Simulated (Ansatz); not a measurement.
# Be (P6_3/mmc, 2 atoms in the cell) under uniaxial strain along c, part 2 of 2

Aim: how do the optical modes of Be (P6_3/mmc, 2 atoms in the cell) shift and split under this strain?

Ansatz 0.2.0; DFT LDA, scalar-relativistic, plane waves, PAW; PAW set soft_1.

So far, highest optical mode at the zone centre (no LO-TO term) (cm⁻¹): step 5 (zone-centre response at rest) 715; step 7 (strain 4 %) 627.

### 9. Zone-centre modes of the member: uniaxial strain of -4 % along c

The zone-centre modes follow for uniaxial strain of -4 % along c.

Input file input.yaml:

```yaml
crystal:
  lattice:
    - [2.2343324399, 0.0, 0.0]
    - [-1.11716622, 1.9349886535, 0.0]
    - [0.0, 0.0, 3.3709311421]
  atoms:
    - { symbol: Be, position: [0.3333333296, 0.6666666704, 0.25] }
    - { symbol: Be, position: [0.6666666704, 0.3333333296, 0.75] }
kpoints:
  mp_grid: { grid: [24, 24, 12] }
hamiltonian:
  xc: lda
  pseudopotentials: { kind: paw, azcp: { folder: soft_1 }, xc_functional: pbe }
scf:
  occupations: { method: methfessel_paxton, width: 0.2 }
output:
  eigenvalues: true
phonons:
  method: dfpt
```

Command:

```sh
ansatz run input.yaml --threads 4 --pin off --max-ram 10240MiB --backend cpu --events-out ev --progress --plain --runs-dir out
```

Numbers of over 12 decimals in the logs are rounded to 6 here.

What it wrote:

```text
[...]
Crystal: 2 atoms, lattice volume = 14.574 Å³
Basis set: ecut = 420 eV, 299 PW (Γ), exchange–correlation on 30×30×48 points (8 copies of the dense FFT grid, shifted against one another)
Bands: 6, of which v1, the nominal top of the filled ones, is band 2 counted from 1 (1 counted from 0)
Symmetry: 24 space group operations
k-points: 1099 of 6912 (irreducible under 4 space group operations, time reversal used)
[...]
Free energy (F): -176.435838 eV
[...]
Internal energy: -176.436263 eV  (E = F + TS)
E sigma→0 (E₀):  -176.435944 eV
Entropy (-TS):   0.000424 eV (0.212 meV/atom)
Fermi energy:    8.513383 eV
[...]
--- Band table (eV; the first three rows and the last of 1099) ---
[...]
ASR residual: 3.252e-6 → 0.000e0 eV/Å²; symmetrization residual: 1.638e-11 eV/Å²
  ASR residual per site (eV/Å²): 3.25e-6 3.25e-6
  Γ frequencies (cm⁻¹): 0.00 0.00 0.00 521.49 521.49 802.81
[...]
[key lines of the parts left out:]
SCF converged after 7 iterations
```

Elapsed: 4.8 s, on 4 threads of Arm Neoverse V2, shared host; peak memory 0.55 GiB; 16 s of CPU time.

This step gave:

```yaml
sum_rule_residual_before_enforcement: 3.25e-6 eV/Å²
highest_optical_mode_at_the_zone_centre_no_lo_to_term: 802.8 cm⁻¹
lowest_optical_zone_centre_mode: 521.5 cm⁻¹
```

Patterns of degenerate modes are one choice out of their space. Modes at Γ:

| mode | frequency (cm⁻¹) | symmetry |
| --- | --- | --- |
| 1 | 0.0 | acoustic |
| 2 | 0.0 | acoustic |
| 3 | 0.0 | acoustic |
| 4 | 521.5 | E2g |
| 5 | 521.5 | E2g |
| 6 | 802.8 | B1g |

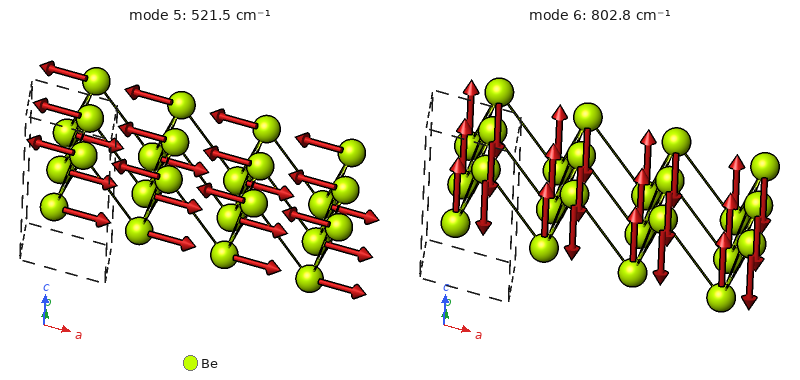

Displacement patterns of modes 5 and 6 at Γ; arrows are exaggerated. 4×3×1 cells are drawn.

The lowest optical mode is real, 521 cm⁻¹, and the highest lies at 802.8 cm⁻¹.

For the highest optical mode at the zone centre (no LO-TO term), step 5 gave 715 cm⁻¹; this run, with strain -4 %, gives 803 cm⁻¹ (+12 %).

### 10. All members side by side

The members are set side by side, also those not shown above.

Stress is positive in compression; energies are extrapolated to zero smearing, and E0 is that at rest; the edges not held and the atoms are relaxed in each cell; all runs use 24×24×12 k points and Methfessel-Paxton smearing of 0.2 eV. State of the crystal along the series:

```
strain (%)  stress along the axis (GPa)  free strain along a (%)  free strain along b (%)  E - E0 (meV/atom)
        -4                        17.19                   0.2921                   0.2921              15.82
        -3                        12.73                   0.1888                   0.1888              8.767
        -2                        8.336                   0.1118                   0.1118              3.827
        -1                        4.093                  0.04984                  0.04984               0.94
         0                     0.006594                        0                        0                  0
         1                       -3.926                 -0.03177                 -0.03177             0.9384
         2                        -7.65                 -0.05931                 -0.05931              3.679
         3                       -11.15                 -0.08515                 -0.08515              8.113
         4                       -14.44                  -0.1072                  -0.1072              14.14
```

Optical modes are counted from below at rest and tracked from member to member by their patterns, and modes that stay within 0.3 cm⁻¹ of each other stand once; labels, where given, are those at rest; the edges not held and the atoms are relaxed in each cell; all runs use 24×24×12 k points and Methfessel-Paxton smearing of 0.2 eV. Optical modes along the series:

```
strain (%)  optical mode 1 E2g (cm⁻¹)  optical mode 2 B1g (cm⁻¹)
        -4                      521.5                      802.8
        -3                      509.6                      781.4
        -2                      498.6                      759.5
        -1                      488.1                      737.4
         0                      478.3                      715.1
         1                        469                      692.6
         2                      460.4                      670.2
         3                      452.4                      648.3
         4                      444.8                      626.7
```

Value and slope at zero strain of a cubic (a lower polynomial where under five rows exist) through the rows within 2 % of rest. Slopes at rest:

```csv
mode,frequency (cm⁻¹),shift per percent of strain (cm⁻¹),shift per GPa of compressive stress (cm⁻¹)
optical mode 1 E2g,478.3,-9.55,2.38
optical mode 2 B1g,715,-22.42,5.59
```

### 11. Summary of results

- members: 9
- highest optical mode at the zone centre (no LO-TO term), at rest: 715.1 cm⁻¹
- Young’s modulus along c: 401 GPa
- optical mode 1 E2g, shift per percent: -9.55 cm⁻¹
- optical mode 2 B1g, shift per percent: -22.42 cm⁻¹

In words: The stress changes by 4.01 GPa for each percent, a Young’s modulus of 401 GPa along c. For each percent the free edge responds with -0.04 %. The fastest shift in the table of slopes is -22.4 cm⁻¹ for each percent (optical mode 2 B1g), or 5.6 cm⁻¹ for each GPa of compressive stress. For small strain, the measured shift of a line that Raman or infrared light can see, divided by its slope, estimates the stress, if the state of stress is of this kind. These are harmonic frequencies at zero temperature: anharmonic shifts, linewidths and thermal expansion are left out. With no gap, or one that is small against the smearing, the frequencies hang on the k mesh and the smearing, most of all near Kohn anomalies. The PAW files were made for PBE; the program adapts parts of them to the functional of the run, but their partial waves stay those of PBE, an approximation that was not tested in this session. Only the zone centre was solved, so an instability at another wavevector cannot show here.

[Logs are printed without paths, hosts, clocks, repeated set-up lines and the standing remarks that a program may print on its own settings, such as how far it seeks lower states.]

[Hosts, paths, dates, database ids (printed as entryN), source tags and the programs' standing remarks are cut or masked in the printed files.]
